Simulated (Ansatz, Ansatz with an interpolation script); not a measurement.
# G0W0 band structure of Cs3GaF6 (Fm-3m)

G0W0 gives levels on a mesh alone; what do the bands of Cs3GaF6 (Fm-3m) look like between the points?

Main program and level: Ansatz 0.2.0; LDA, Wannier functions and G0W0, plane waves, PAW.

## 1. Starting point

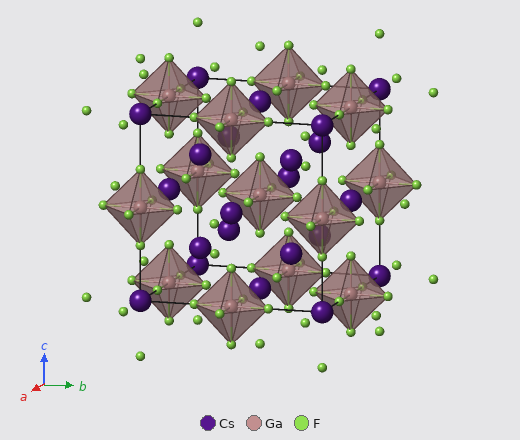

The cell as given, slightly off an axis (caesium purple, gallium pink, fluorine green). This picture shows the conventional cell, with its axes. Some periodic images of atoms are drawn too.

Coordinates:

```cif
data_structure
_symmetry_space_group_name_H-M 'Fm-3m'
_symmetry_Int_Tables_number 225
_cell_length_a 9.4478
_cell_length_b 9.4478
_cell_length_c 9.4478
_cell_angle_alpha 90.000
_cell_angle_beta 90.000
_cell_angle_gamma 90.000
_cell_volume 843.32
loop_
_atom_site_label
_atom_site_type_symbol
_atom_site_symmetry_multiplicity
_atom_site_Wyckoff_symbol
_atom_site_fract_x
_atom_site_fract_y
_atom_site_fract_z
_atom_site_occupancy
Cs1 Cs 8 c 0.25000 0.25000 0.75000 1
Cs2 Cs 4 a 0.00000 0.00000 0.00000 1
Ga1 Ga 4 b 0.50000 0.00000 0.00000 1
F1 F 24 e 0.70350 0.00000 0.00000 1
```

The cell and positions come from the Crystallography Open Database and are kept as given unless a step says otherwise. Spin-orbit coupling is left out unless a step names it.

## 2. LDA bands

Levels along a band path, at the cheap level, show where the edges lie and whether the meshes to come will hold them.

This step: DFT, LDA, plane waves, PAW; PAW set soft_1.

Input file input.yaml:

```yaml
crystal:
  lattice:
    - [0.0, 4.7239, 4.7239]
    - [4.7239, 0.0, 4.7239]
    - [4.7239, 4.7239, 0.0]
  atoms:
    - { symbol: Cs, position: [0.75, 0.75, 0.75] }
    - { symbol: Cs, position: [0.25, 0.25, 0.25] }
    - { symbol: Cs, position: [0.0, 0.0, 0.0] }
    - { symbol: Ga, position: [0.5, 0.5, 0.5] }
    - { symbol: F, position: [0.2965, 0.7035, 0.7035] }
    - { symbol: F, position: [0.7035, 0.2965, 0.7035] }
    - { symbol: F, position: [0.7035, 0.2965, 0.2965] }
    - { symbol: F, position: [0.2965, 0.7035, 0.2965] }
    - { symbol: F, position: [0.7035, 0.7035, 0.2965] }
    - { symbol: F, position: [0.2965, 0.2965, 0.7035] }
kpoints:
  mp_grid: { grid: [4, 4, 4] }
  band_path:
    path:
      - [[0.0, 0.0, 0.0], [0.5, 0.0, 0.5], [0.625, 0.25, 0.625]]
      - [[0.375, 0.375, 0.75], [0.0, 0.0, 0.0], [0.5, 0.5, 0.5], [0.5, 0.25, 0.75], [0.5, 0.0, 0.5]]
    npoints: 10
hamiltonian:
  xc: lda
  pseudopotentials: { kind: paw, azcp: { folder: soft_1 }, xc_functional: pbe }
scf:
  occupations: { method: fermi_dirac, width: 0.02 }
  n_extra_bands: 112
output:
  eigenvalues: true
  forces: true
  stress: true
  fatbands: true
  write_density: true
  write_potential: true
  elf: true
  volumetric_format: npy
```

The run is started by

```bash
ansatz run input.yaml --threads 2 --pin off --max-ram 92160MiB --backend cuda --events-out ev --progress --plain --runs-dir out --devices 1 --max-vram 13GiB
```

Numbers of over 12 decimals in the logs are rounded to 6 here.

What it wrote:

```text
scf.n_extra_bands = 112 over 41 filled bands (N_el = 82.0): the run solves 153 bands
GPUs: using 1 of 1 available (devices: 1).
Engine: ansatz 0.2.0, x86_64-unknown-linux-gnu
Pseudopotentials: kind: paw
Pseudopotential: Cs, paw, valence charge 9, recommended cutoff 420 eV (normal), soft_1/Cs.paw.azcp
Pseudopotential: Ga, paw, valence charge 13, recommended cutoff 420 eV (normal), soft_1/Ga.paw.azcp
Pseudopotential: F, paw, valence charge 7, recommended cutoff 420 eV (normal), soft_1/F.paw.azcp
Functional definition: SPW92
  exchange = slater_x
  correlation = pw_c
device memory: the entry about to start is reckoned to put 4.5 GiB on a device that reports 50.3 GiB free (of which the cap on the GPU budget leaves the run 13.0 GiB)
GPU FFT provider: cuFFT
GPU libraries: cuBLAS 13.8.2, cuFFT 12.4.0, cuSOLVER 12.3.4
Crystal: 10 atoms, lattice volume = 210.830 Å³
Basis set: ecut = 420 eV, 4111 PW (Γ)
Bands: 153, of which v1, the nominal top of the filled ones, is band 41 counted from 1 (40 counted from 0)
Symmetry: 48 space group operations
Space group: Fm-3m (ITA 225), of the structure as read, at distance tolerance 6.0e-5 Å
k-points: 8 of 64
Non-local potential: Cs, projectors of the file, l = 0: 3, l = 1: 2, l = 2: 2, l = 3: 2
Non-local potential: Ga, projectors of the file, l = 0: 2, l = 1: 2, l = 2: 3, l = 3: 1
Non-local potential: F, projectors of the file, l = 0: 2, l = 1: 2, l = 2: 1
PAW form: soft (Blöchl's): semilocal exchange-correlation on the pseudo side does not see the compensation charge
PAW frozen core: Cs, regenerated for the run's functional, and the local potential with it (the file was generated under x = pbe(κ = 0.804, μ = 0.219515), c = pbe(β = 0.066725))
PAW frozen core: Ga, regenerated for the run's functional, and the local potential with it (the file was generated under x = pbe(κ = 0.804, μ = 0.219515), c = pbe(β = 0.066725))
PAW frozen core: F, regenerated for the run's functional, and the local potential with it (the file was generated under x = pbe(κ = 0.804, μ = 0.219515), c = pbe(β = 0.066725))
PAW one-centre angular grid: Cs, 194 points (default); XC on 64 Gauss nodes
PAW one-centre angular grid: Ga, 590 points (default); XC on 64 Gauss nodes
PAW one-centre angular grid: F, 110 points (default); XC on 64 Gauss nodes
Initial density: superposition of atomic densities (chi_scale 0.1, normalization cell, long waves kept (reshape's long-wave potential 0.03 eV rms))
Initial wavefunctions: pseudopotential atomic-orbital guess
GPU buffer pool allocated for 91125 grid points (all kernels)
GPU transforms: local potential and band sums: pruned to the plane-wave sphere, on 45×45×45
Functional: x = slater, c = lda
SCF iter   1: F=—  HF=-25009.152549 eV  |F-HF|=—  |Δ(HF+E_count)|=         —  Δρ=1.65e-1  dr2=5.09e1  ethr=3.10e-3  ⟨swp⟩=5.5  Hψ=5985  notcnv=0  defer=558
preconditioner: auto → Resta (q_TF=auto, 2.331 Å⁻¹)  ε∞=1.8  [insulator: Δε(μ)=2.184 eV  Ē_g=25.336 eV  σ=0.020 eV  W_gap=1.00  n_scr=58 (ndim 8)  ℏωp=22.3 eV  f_vac=0.001  D(μ)=0.00/eV (n_scr^D=0)  ε∞_Penn≈1.8]
SCF iter   2: F=—  HF=-24999.609692 eV  |F-HF|=—  |Δ(HF+E_count)|=    9.54e0  Δρ=6.63e-2  dr2=1.12e1  ethr=3.10e-3  ⟨swp⟩=2.0  Hψ=1775  notcnv=0  defer=833
SCF iter   3: F=—  HF=-24996.377852 eV  |F-HF|=—  |Δ(HF+E_count)|=    3.23e0  Δρ=1.67e-2  dr2=1.01e0  ethr=3.10e-3  ⟨swp⟩=3.6  Hψ=1057  notcnv=0  defer=833
SCF iter   4: F=—  HF=-24995.985955 eV  |F-HF|=—  |Δ(HF+E_count)|=   3.92e-1  Δρ=7.55e-3  dr2=2.16e-1  ethr=1.23e-3  ⟨swp⟩=2.0  Hψ=1713  notcnv=0  defer=833
SCF iter   5: F=—  HF=-24995.896084 eV  |F-HF|=—  |Δ(HF+E_count)|=   8.99e-2  Δρ=1.47e-3  dr2=4.50e-3  ethr=2.64e-4  ⟨swp⟩=2.1  Hψ=1724  notcnv=0  defer=837
SCF iter   6: F=—  HF=-24995.893887 eV  |F-HF|=—  |Δ(HF+E_count)|=   2.20e-3  Δρ=3.25e-4  dr2=2.74e-4  ethr=5.49e-6  ⟨swp⟩=2.4  Hψ=705  notcnv=0  defer=837
SCF iter   7: F=—  HF=-24995.893924 eV  |F-HF|=—  |Δ(HF+E_count)|=   3.66e-5  Δρ=4.86e-5  dr2=1.18e-5  ethr=3.34e-7  ⟨swp⟩=2.0  Hψ=601  notcnv=0  defer=837
SCF iter   8: F=—  HF=-24995.894183 eV  |F-HF|=—  |Δ(HF+E_count)|=   2.59e-4  Δρ=8.89e-6  dr2=3.04e-7  ethr=1.44e-8  ⟨swp⟩=1.9  Hψ=681  notcnv=0  defer=837
SCF iter   9: F=-24995.894183 eV  HF=-24995.894183 eV  |F-HF|=7.78e-9  |Δ(HF+E_count)|=   8.61e-8  Δρ=2.65e-6  dr2=1.27e-8  ethr=1.22e-10  ⟨swp⟩=19.2  Hψ=12056  notcnv=0
SCF 1 converged in 9 iterations: F = -24995.894183 eV  dr2 = 1.27e-8
[...]
device memory: the entry about to start is reckoned to put 3.6 GiB on a device that reports 44.3 GiB free (of which the cap on the GPU budget leaves the run 13.0 GiB)
NSCF: frozen V_eff on 62 k-points
SCF converged after 9 iterations
Free energy (F): -24995.894183 eV
Harris-Foulkes:  -24995.894183 eV  (|F-HF|=7.78e-9)
Internal energy: -24995.894183 eV  (E = F + TS)
E sigma→0 (E₀):  -24995.894183 eV
Fermi energy:    4.744867 eV
--- Per-component energies (eV) ---
  E_band       = -413.559347
  E_kinetic    = 1722.037716
  E_local      = -7556.729011  (includes V_loc(G=0)·N_el)
  E_nonlocal   = 527.141928
  E_hartree    = 3425.563469
  E_xc         = -1048.668422
  E_vxc        = -1055.039172  (∫ρ·V_xc dr)
  E_paw        = -17767.787282  (= ΣΔE_a)
  E_vpaw       = -902.105899  (= ΣTr[D̂ρ^β])
  E_aug_tail   = 0.004128  (compensation charges beyond the density's cutoff)
  E_ewald      = -4300.676379
  E_core_change = 3.219671  (= ΣΔE_core)
  E_smearing   = -0.000000  (= −TS)
  E_closure    = 0.000000  (closes the sum)
  Σ components = -24995.894183   (vs F -24995.894183, Δ=0.00e0)
--- Forces (eV/Å), atoms counted from 1 ---
  atom   1  Cs     0.00000000     0.00000000    -0.00000000
  atom   2  Cs     0.00000000    -0.00000000    -0.00000000
  atom   3  Cs     0.00000000    -0.00000000    -0.00000000
  atom   4  Ga     0.00000000     0.00000000     0.00000000
  atom   5  F     -0.34324374     0.00000000    -0.00000000
  atom   6  F     -0.00000000    -0.34324374    -0.00000000
  atom   7  F      0.34324374    -0.00000000     0.00000000
  atom   8  F      0.00000000     0.34324374     0.00000000
  atom   9  F      0.00000000     0.00000000    -0.34324374
  atom  10  F      0.00000000    -0.00000000     0.34324374
  max |Σ_I F_I| component: 1.67e-16 eV/Å
--- Stress (GPa, compression-positive) ---
       -3.986173      -0.000000      -0.000000
       -0.000000      -3.986173      -0.000000
       -0.000000       0.000000      -3.986173
  P = ⅓ Tr σ = -3.9862 GPa (-39.862 kbar)
--- Band table (eV; the first three rows and the last of 8) ---
  k-point 0: bands = [... 37 lower, 1.4487, 1.8114, 1.8114, 1.8114, 7.5752, 9.3462, 9.3462, 10.5097, ... 108 higher]
  k-point 1: bands = [... 37 lower, 1.5421, 1.7863, 1.8090, 1.8090, 8.2206, 9.7142, 9.7142, 10.0894, ... 108 higher]
  k-point 2: bands = [... 37 lower, 1.6695, 1.7586, 1.8506, 1.8506, 9.3415, 9.6240, 10.2120, 10.2695, ... 108 higher]
  k-point 7: bands = [... 37 lower, 1.5780, 1.6727, 1.7862, 1.7862, 9.2351, 9.5940, 9.5940, 10.3609, ... 108 higher]
```

Wall time 12 s (1 × NVIDIA H100 80GB HBM3 (shared by 6 runs) with 2 threads of AMD EPYC 7R13 (Zen 3), shared host); peak memory 1.1 GiB; 15 s of CPU time.

The column dr2 measures how far the density is from self-consistency, as an energy; F and HF (Harris–Foulkes) agree once it is small.

This step gave:

- pressure: -3.986 GPa
- filled bands: 41
- gap: 5.725 eV
- valence top at: L
- conduction bottom at: Γ
- least direct gap: 5.764 eV

The gap is indirect, with the least direct gap 0.04 eV higher.

The electronic bands at the labelled points (eV, zero at the top of the highest nominally filled band):

```tsv
point	band 38	band 39	band 40	band 41	band 42	band 43	band 44	band 45
Γ	-0.40	-0.04	-0.04	-0.04	5.72	7.50	7.50	8.66
X	-0.31	-0.17	-0.17	-0.05	7.26	7.66	7.87	8.15
U	-0.24	-0.15	-0.11	-0.04	7.34	7.73	7.97	8.22
jump to K	-0.24	-0.15	-0.11	-0.04	7.34	7.73	7.97	8.22
Γ	-0.40	-0.04	-0.04	-0.04	5.72	7.50	7.50	8.66
L	-0.18	-0.09	0.00	0.00	7.49	7.77	8.36	8.42
W	-0.27	-0.18	-0.06	-0.06	7.38	7.74	7.74	8.51
X	-0.31	-0.17	-0.17	-0.05	7.26	7.66	7.87	8.15
```

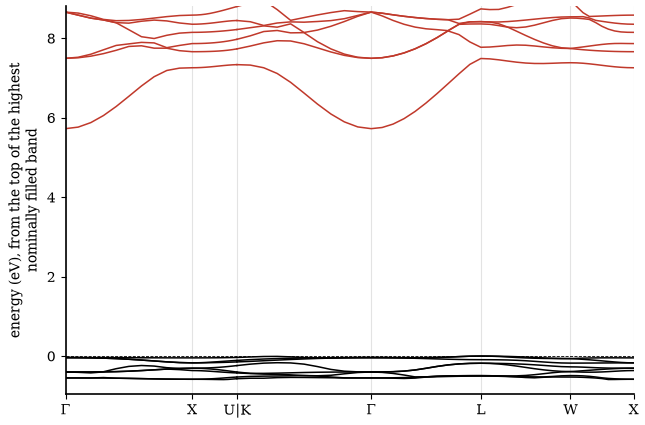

Electronic bands along the path; lines of filled and empty bands in two colours.

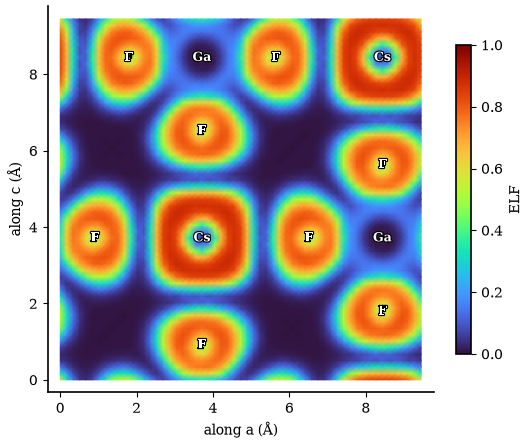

ELF in the ac plane of the conventional cell at fractional y = 0.000, with atoms of Cs and Ga and F within 0.2 Å of it. It is the smooth field of the valence electrons, not physical close to the nuclei. The map starts off the cell's origin, so that atoms lie inside it.

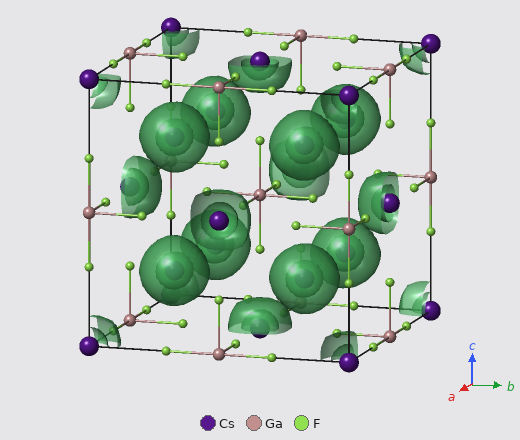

Surface of ELF = 0.82.

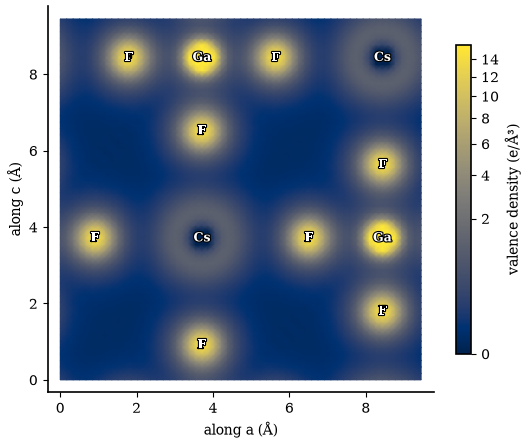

Valence density in the ac plane of the conventional cell at fractional y = 0.000, with atoms of Cs and Ga and F within 0.2 Å of it. It is the smooth field of the valence electrons, not physical close to the nuclei. The map starts off the cell's origin, so that atoms lie inside it. The colour scale is stretched toward low values.

## 3. Wannier functions (Cs:6s Cs:5p F:2p Ga:4s Ga:4p) on 8×8×8

Localised functions give a small Hamiltonian that interpolates between mesh points at no cost.

This step: maximally localised Wannier functions, LDA, plane waves, PAW; PAW set soft_1.

input.yaml, the sections that differ from step 2:

```yaml
kpoints:
  mp_grid: { grid: [4, 4, 4] }
scf:
  occupations: { method: fixed }
  n_extra_bands: 112
output:
  wannier:
    kmesh: [8, 8, 8]
    projections:
      - { species: Cs, l: s, shell: 6 }
      - { species: Cs, l: p, shell: 5 }
      - { species: F, l: p, shell: 2 }
      - { species: Ga, l: s, shell: 4 }
      - { species: Ga, l: p, shell: 4 }
    minimise: true
    write_hr: true
    seedname: w
    conv_tol: 1.0e-06
    max_iter: 20000
    stability_check: false
    disentanglement:
      window: [-3.61, 17.65]
      frozen_window: [-3.61, 9.28]
      conv_tol: 1.0e-08
# crystal, hamiltonian: as in step 2
```

What it wrote:

```text
[...]
GPUs: using 1 of 1 available (devices: 1).
[...]
GPU FFT provider: cuFFT
GPU libraries: cuBLAS 13.8.2, cuFFT 12.4.0, cuSOLVER 12.3.4
Crystal: 10 atoms, lattice volume = 210.830 Å³
Basis set: ecut = 420 eV, 4111 PW (Γ)
Bands: 153, of which v1, the nominal top of the filled ones, is band 41 counted from 1 (40 counted from 0)
Symmetry: 48 space group operations
[...]
k-points: 8 of 64
[...]
GPU buffer pool allocated for 91125 grid points (all kernels)
[...]
SCF iter   1: F=—  HF=-25009.152803 eV  |F-HF|=—  |Δ(HF+E_count)|=         —  Δρ=1.65e-1  dr2=5.11e1  ethr=3.10e-3  ⟨swp⟩=4.0  Hψ=4459  notcnv=0  defer=848
[...]
SCF iter   9: F=-24995.894183 eV  HF=-24995.894183 eV  |F-HF|=6.63e-8  |Δ(HF+E_count)|=   1.03e-6  Δρ=4.77e-6  dr2=9.70e-8  ethr=1.22e-10  ⟨swp⟩=15.5  Hψ=11959  notcnv=0
SCF 1 converged in 9 iterations: F = -24995.894183 eV  dr2 = 9.70e-8
[...]
NSCF: frozen V_eff on 8 k-points
the band table was solved once the SCF had ended and its energy, with any forces and stress, was formed, with the checks that follow a solve (4248 applications of the Hamiltonian). They found nothing against the state; the energy, forces and stress were not computed again (output.eigenvalues in the input reference)
[...]
the Wannier pass solved 32 of the 512 points of its mesh, and has the states at the others by symmetry: states obtained by the crystal's operations at points that were solved too leave a residual of 3.97e-13 eV (read by the count's bands and the next), within 5.56e-6 eV
SCF converged after 9 iterations
Free energy (F): -24995.894183 eV
[...]
Internal energy: -24995.894183 eV  (E = F + TS)
E sigma→0 (E₀):  -24995.894183 eV
Fermi energy:    1.850369 eV
[...]
--- Band table (eV; the first three rows and the last of 8) ---
  k-point 0: bands = [... 37 lower, 1.4485, 1.8112, 1.8112, 1.8112, 7.5751, 9.3462, 9.3462, 10.5097, ... 108 higher]
  k-point 1: bands = [... 37 lower, 1.5419, 1.7861, 1.8087, 1.8087, 8.2205, 9.7142, 9.7142, 10.0894, ... 108 higher]
  k-point 2: bands = [... 37 lower, 1.6693, 1.7583, 1.8504, 1.8504, 9.3413, 9.6240, 10.2120, 10.2695, ... 108 higher]
  k-point 7: bands = [... 37 lower, 1.5778, 1.6725, 1.7859, 1.7859, 9.2349, 9.5939, 9.5939, 10.3609, ... 108 higher]
Wannier search: line search 1 of at most 20000: gauge-dependent spread (as the search counts it) 9.8165976 Å², largest recent change 2.1e0 Å² against conv_tol 1.0e-6 Å², 0 stops escaped
[...]
```

Elapsed: 43 s, on 1 × NVIDIA H100 80GB HBM3 (shared by 6 runs) with 2 threads; peak memory 2.7 GiB.

Numbers from this step:

```yaml
gauge_invariant_spread: 55.37 Å²
diagonal_spread: 0.01243 Å²
off_diagonal_spread: 7.403 Å²
total_spread: 62.78 Å²
least_projectability: 0.1438
localisation_steps: 112
disentanglement_steps: 251
r_m_s_interpolation_error: 2.60e-4 eV
r_m_s_error_near_the_gap: 3.18e-4 eV
```

Near the gap the model misses directly solved bands by 0.3 meV r.m.s. and by 3 meV at most in the window tested. This tests the starting bands, not the corrections carried with them.

Wannier functions, by row:

```tsv
function	x (Å)	y (Å)	z (Å)	spread (Å²)	nearest atom	distance (Å)
1	7.086	7.086	7.086	6.437	Cs1	0
2	2.362	2.362	2.362	6.437	Cs2	0
3	0	0	0	7.353	Cs3	0
4	7.086	7.086	7.086	1.416	Cs1	0
5	7.086	7.086	7.086	1.416	Cs1	0
6	7.086	7.086	7.086	1.416	Cs1	0
7	2.362	2.362	2.362	1.416	Cs2	0
8	2.362	2.362	2.362	1.416	Cs2	0
9	2.362	2.362	2.362	1.416	Cs2	0
10	0	0	0	1.447	Cs3	0
11	0	0	0	1.447	Cs3	0
12	0	0	0	1.447	Cs3	0
13	6.644	4.724	4.724	0.605	F5	0.002
14	6.693	4.724	4.724	0.881	F5	0.047
15	6.644	4.724	4.724	0.605	F5	0.002
16	4.724	6.644	4.724	0.605	F6	0.002
17	4.724	6.644	4.724	0.605	F6	0.002
18	4.724	6.693	4.724	0.881	F6	0.047
19	2.804	4.724	4.724	0.605	F7	0.002
20	2.754	4.724	4.724	0.881	F7	0.047
21	2.804	4.724	4.724	0.605	F7	0.002
22	4.724	2.804	4.724	0.605	F8	0.002
23	4.724	2.804	4.724	0.605	F8	0.002
24	4.724	2.754	4.724	0.881	F8	0.047
25	4.724	4.724	6.693	0.881	F9	0.047
26	4.724	4.724	6.644	0.605	F9	0.002
27	4.724	4.724	6.644	0.605	F9	0.002
28	4.724	4.724	2.754	0.881	F10	0.047
29	4.724	4.724	2.804	0.605	F10	0.002
30	4.724	4.724	2.804	0.605	F10	0.002
31	4.724	4.724	4.724	3.302	Ga4	0
32	4.724	4.724	4.724	4.624	Ga4	0
33	4.724	4.724	4.724	4.624	Ga4	0
34	4.724	4.724	4.724	4.624	Ga4	0
```

Frozen up to 7.42 eV; above it the model need not follow the bands. Electronic bands along the path, in eV, zero at the valence-band top:

```tsv
point	band 38	band 39	band 40	band 41	band 42	band 43	band 44	band 45
Γ	-0.40	-0.04	-0.04	-0.04	5.72	9.27	11.29	11.29
X	-0.31	-0.17	-0.17	-0.05	7.26	8.41	8.78	9.05
U	-0.24	-0.15	-0.11	-0.04	7.34	8.52	8.55	9.26
jump to K	-0.24	-0.15	-0.11	-0.04	7.34	8.52	8.55	9.26
Γ	-0.40	-0.04	-0.04	-0.04	5.72	9.27	11.29	11.29
L	-0.18	-0.09	0.00	0.00	7.50	7.78	9.78	10.02
W	-0.27	-0.18	-0.06	-0.06	7.38	8.54	8.54	8.98
X	-0.31	-0.17	-0.17	-0.05	7.26	8.41	8.78	9.05
```

The same for Kohn-Sham, solved directly:

(Unchanged from step 2.)

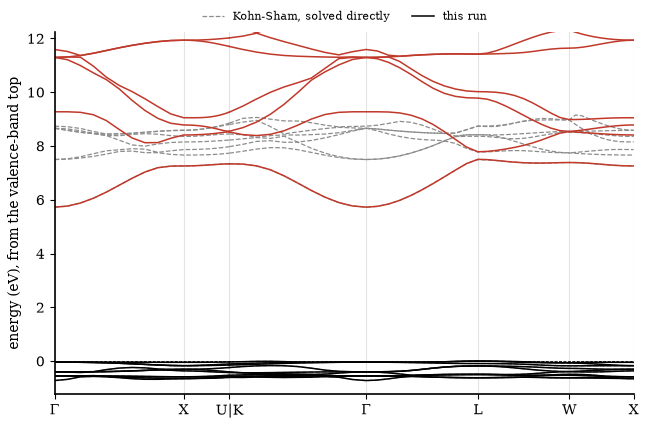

Electronic bands along the path; lines of filled and empty bands in two colours; dashed: Kohn-Sham, solved directly.

(Continued in part 2 of 2.)

[Paths, hosts, dates, memory and timing lines, banners, echoed tables and standing remarks are left out of the program output.]

[Logs are printed without paths, hosts, clocks, repeated set-up lines and the standing remarks that a program may print on its own settings, such as how far it seeks lower states.]

[Runs of the session that timed out or met a known fault of the program may be left out.]

[Hosts, paths, dates, database ids (printed as entryN), source tags and the programs' standing remarks are cut or masked in the printed files.]
